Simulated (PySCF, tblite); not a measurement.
# phosphorus trifluoride (PF₃): dynamics, then NMR shifts and electronic excitations on frames, part 2 of 2

tblite 0.8.0 and PySCF 2.14.0. Atoms count from 0.

### Step 10. Excited states and response: 800 fs, PBE0/def2-SVPD

What the job is given:

```
{"job": {"kind": "uv", "xc": "PBE0", "basis": "def2-SVPD", "nstates": 5, "ntriplets": 0}, "charge": 0, "multiplicity": 1}
F     -0.666900    -1.415500     1.116400
P      0.381900    -0.358200     0.524800
F      0.002200    -0.617900    -1.047000
F     -0.547200     0.857100     0.691200
```

Level: TDDFT PBE0/def2-SVPD, vertical, gas phase, core orbitals frozen in the response.

The program printed:

```text
coarse grid: 4888 points
cycle   1  E = -640.0703408921  dE =  4.827e-01  |g| = 7.307e-01  |ddm| = 2.315e+00
cycle   2  E = -639.9382717552  dE =  1.321e-01  |g| = 1.164e+00  |ddm| = 1.392e+00
cycle   3  E = -640.1659332727  dE = -2.277e-01  |g| = 5.916e-02  |ddm| = 7.831e-01
cycle   4  E = -640.1663832556  dE = -4.500e-04  |g| = 3.213e-02  |ddm| = 7.459e-02
cycle   5  E = -640.1665396161  dE = -1.564e-04  |g| = 9.260e-03  |ddm| = 2.501e-02
cycle   6  E = -640.1665542687  dE = -1.465e-05  |g| = 5.723e-04  |ddm| = 7.286e-03
cycle   7  E = -640.1665542910  dE = -2.229e-08  |g| = 5.872e-04  |ddm| = 9.315e-04
final grid: 46744 points
cycle   8  E = -640.2383832338  dE = -7.035e-06  |g| = 1.656e-03  |ddm| = 1.842e-02
cycle   9  E = -640.2383828090  dE =  4.247e-07  |g| = 2.370e-03  |ddm| = 2.953e-03
cycle  10  E = -640.2383837275  dE = -9.185e-07  |g| = 2.546e-04  |ddm| = 1.617e-03
cycle  11  E = -640.2383837395  dE = -1.198e-08  |g| = 3.662e-05  |ddm| = 3.449e-04
cycle  12  E = -640.2383837396  dE = -1.318e-10  |g| = 2.700e-05  |ddm| = 3.901e-05
converged SCF energy = -640.2383837396

Static polarisability (au): isotropic 25.781, principal 23.765 26.303 27.275

Singlet excitations
state   eV       nm        f      main configurations
  1   8.0301    154.4   0.18233   H->L 0.96
  2   8.0955    153.2   0.16696   H->L+1 0.96
  3   9.9100    125.1   0.02807   H-1->L 0.94
  4  10.0736    123.1   0.00254   H-2->L 0.92
  5  10.1037    122.7   0.01368   H->L+2 0.58, H-1->L+1 0.21, H-2->L+1 0.17
```

Run time: 4.7 s. Hardware: 1 thread of Arm Neoverse N1, shared host; peak memory 0.39 GiB.

Key values: HOMO -9.72 eV, LUMO -0.78 eV; lowest singlet 8.03 eV.

### Step 11. NMR shieldings: 1000 fs, PBE0/pcSseg-1

What the job is given:

```
{"job": {"kind": "nmr", "xc": "PBE0", "basis": "pcSseg-1", "pop": false}, "charge": 0, "multiplicity": 1}
F     -1.377900    -1.138400     1.053200
P      0.115100    -0.684200     0.693900
F      0.142200    -1.214000    -0.814800
F     -0.338300     0.789900     0.353800
```

Level: GIAO PBE0/pcSseg-1 NMR shielding, non-relativistic, gas phase.

The program printed:

```text
coarse grid: 4888 points
cycle   1  E = -640.3700533896  dE =  5.003e-01  |g| = 8.181e-01  |ddm| = 1.930e+00
cycle   2  E = -640.2329067997  dE =  1.371e-01  |g| = 1.272e+00  |ddm| = 1.158e+00
cycle   3  E = -640.4784677836  dE = -2.456e-01  |g| = 3.605e-02  |ddm| = 6.650e-01
cycle   4  E = -640.4786476419  dE = -1.799e-04  |g| = 1.466e-02  |ddm| = 4.042e-02
cycle   5  E = -640.4786686325  dE = -2.099e-05  |g| = 8.331e-03  |ddm| = 1.118e-02
cycle   6  E = -640.4786786893  dE = -1.006e-05  |g| = 6.191e-04  |ddm| = 4.086e-03
cycle   7  E = -640.4786787759  dE = -8.665e-08  |g| = 1.473e-04  |ddm| = 8.297e-04
final grid: 46744 points
cycle   8  E = -640.5185234119  dE = -1.285e-05  |g| = 1.330e-03  |ddm| = 8.992e-03
cycle   9  E = -640.5185233003  dE =  1.116e-07  |g| = 1.657e-03  |ddm| = 2.220e-03
cycle  10  E = -640.5185237218  dE = -4.215e-07  |g| = 2.106e-04  |ddm| = 9.890e-04
cycle  11  E = -640.5185237274  dE = -5.607e-09  |g| = 5.321e-05  |ddm| = 1.775e-04
cycle  12  E = -640.5185237277  dE = -2.913e-10  |g| = 3.035e-05  |ddm| = 4.525e-05
converged SCF energy = -640.5185237277

GIAO shielding tensors (ppm)
atom      isotropic    diamagn.    paramagn.     s11        s22        s33       span
  0 F      199.782     472.917    -273.135     51.330    202.087    345.930    294.600
  1 P      177.658     958.802    -781.144     84.133     93.760    355.082    270.948
  2 F      197.755     473.671    -275.917     37.816    207.190    348.257    310.441
  3 F      206.581     473.802    -267.221     68.803    211.802    339.138    270.335
```

It took 2.9 s on 1 thread of Arm Neoverse N1, shared host; peak memory 0.39 GiB.

Key values: δ F2 -26.8, F0 -28.8, F3 -35.6, P1 140.7 ppm.

### Step 12. Ultraviolet spectrum: 1000 fs, PBE0/def2-SVPD

What the job is given:

```
{"job": {"kind": "uv", "xc": "PBE0", "basis": "def2-SVPD", "nstates": 5, "ntriplets": 0}, "charge": 0, "multiplicity": 1}
F     -1.377900    -1.138400     1.053200
P      0.115100    -0.684200     0.693900
F      0.142200    -1.214000    -0.814800
F     -0.338300     0.789900     0.353800
```

Method: TDDFT PBE0/def2-SVPD, vertical, gas phase, core orbitals frozen in the response.

The program printed:

```text
coarse grid: 4888 points
cycle   1  E = -640.0738629565  dE =  4.718e-01  |g| = 7.283e-01  |ddm| = 2.314e+00
cycle   2  E = -639.9469266639  dE =  1.269e-01  |g| = 1.150e+00  |ddm| = 1.380e+00
cycle   3  E = -640.1688026509  dE = -2.219e-01  |g| = 4.480e-02  |ddm| = 7.723e-01
cycle   4  E = -640.1691486536  dE = -3.460e-04  |g| = 1.234e-02  |ddm| = 6.596e-02
cycle   5  E = -640.1691640002  dE = -1.535e-05  |g| = 8.434e-03  |ddm| = 1.399e-02
cycle   6  E = -640.1691757605  dE = -1.176e-05  |g| = 3.835e-04  |ddm| = 5.425e-03
cycle   7  E = -640.1691758052  dE = -4.475e-08  |g| = 1.074e-04  |ddm| = 7.639e-04
final grid: 46744 points
cycle   8  E = -640.2409039008  dE = -7.090e-06  |g| = 1.029e-03  |ddm| = 1.954e-02
cycle   9  E = -640.2409039857  dE = -8.494e-08  |g| = 9.130e-04  |ddm| = 2.253e-03
cycle  10  E = -640.2409041191  dE = -1.334e-07  |g| = 3.418e-04  |ddm| = 9.929e-04
cycle  11  E = -640.2409041382  dE = -1.910e-08  |g| = 3.546e-05  |ddm| = 2.712e-04
cycle  12  E = -640.2409041384  dE = -1.872e-10  |g| = 1.512e-05  |ddm| = 3.495e-05
converged SCF energy = -640.2409041384

Static polarisability (au): isotropic 25.780, principal 23.832 26.454 27.054

Singlet excitations
state   eV       nm        f      main configurations
  1   7.9555    155.8   0.17121   H->L 0.97
  2   8.1836    151.5   0.17796   H->L+1 0.96
  3   9.9987    124.0   0.02821   H-1->L 0.89
  4  10.0846    122.9   0.01229   H->L+2 0.94
  5  10.1961    121.6   0.01282   H-2->L 0.56, H-3->L 0.20, H-1->L+1 0.13
```

Run time: 4.6 s. Hardware: 1 thread of Arm Neoverse N1, shared host; peak memory 0.39 GiB.

Key values: HOMO -9.70 eV, LUMO -0.82 eV; lowest singlet 7.96 eV.

### Step 13. Run by run: NMR shifts

Shifts (ppm), with basis size and wall time:

```csv
frame,F3,F0,F2,P1,functions,time
250 fs,1.8,-1.2,-4.8,159.6,75,3.2 s
425 fs,-18.3,10.1,-33.5,152.7,75,3 s
625 fs,-32.7,-24.8,-18.8,142.2,75,3 s
800 fs,-43.2,-27.9,-18.7,140.3,75,2.9 s
1000 fs,-35.6,-28.8,-26.8,140.7,75,2.9 s
```

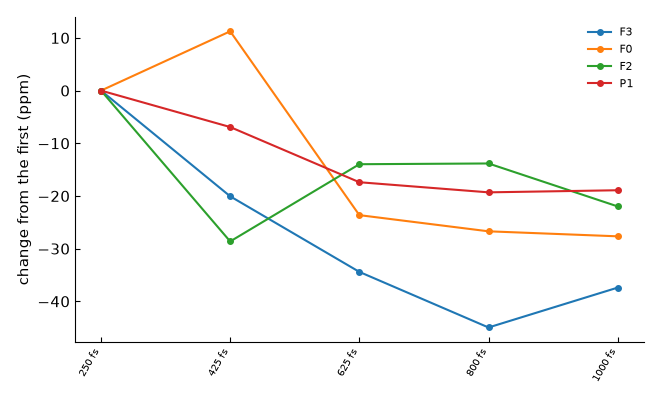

How the tabulated atoms move from run to run.

### Step 14. Run by run: electronic excitations

Excitations and ground-state properties, with basis size and wall time:

```csv
frame,lowest singlet (eV),brightest (eV),f,gap (eV),α (Å³),μ (D),functions,time
250 fs,7.69,7.69,0.137,8.66,3.90,2.36,93,4.5 s
425 fs,7.84,7.84,0.155,8.78,3.88,2.06,93,4.7 s
625 fs,7.91,7.91,0.170,8.82,3.82,1.79,93,4.6 s
800 fs,8.03,8.03,0.182,8.94,3.82,1.55,93,4.7 s
1000 fs,7.96,8.18,0.178,8.89,3.82,1.45,93,4.6 s
```

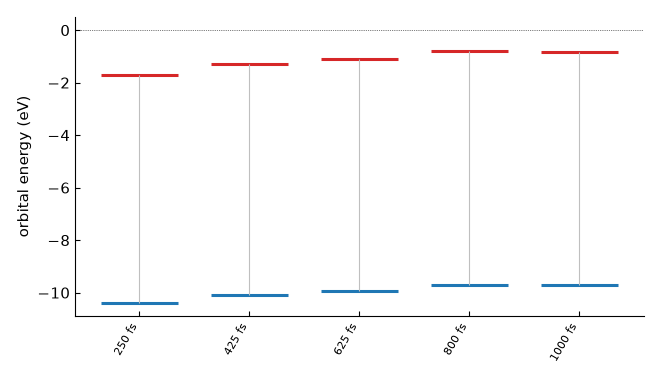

HOMO (blue) and LUMO (red) run by run.

### Step 15. Results

This closing draws on all 2 parts.

```
                                        quantity                        value
                                      thermostat                        300 K
                   mean temperature, second half                        271 K
         mean potential energy above the minimum                      0.07 eV
¹⁹F shifts against CFCl3 (PBE0/pcSseg-1, 250 fs)          1.8, -1.2, -4.8 ppm
³¹P shifts against H3PO4 (PBE0/pcSseg-1, 250 fs)                    159.6 ppm
         lowest singlet (PBE0/def2-SVPD, 250 fs)  7.69 eV (161 nm), f = 0.137
                        range of the shift of F3             -43.2 to 1.8 ppm
                     range of the lowest singlet              7.69 to 8.03 eV
```

**Reading.** In the second half the potential energy averages 0.07 eV above the minimum; equipartition over 6 harmonic modes at 300 K would give 0.08 eV. With 4 atoms the temperature swings widely (99 to 466 K). Shifts at one fixed geometry are not the observed spectrum, which averages over the motion. In the first frame run (250 fs): The largest span, 331 ppm, is at F3, where the paramagnetic term is -304 ppm. The lowest singlet, at 7.69 eV, is HOMO→LUMO 0.95 and is bright. Across the 5 runs the shift of F3 moves most, between -43.2 (800 fs) and 1.8 ppm (250 fs). The lowest singlet runs from 7.69 eV (250 fs) to 8.03 eV (800 fs), while the orbital gap spans 8.66 to 8.94 eV. The lowest state need not be the same one in every run.
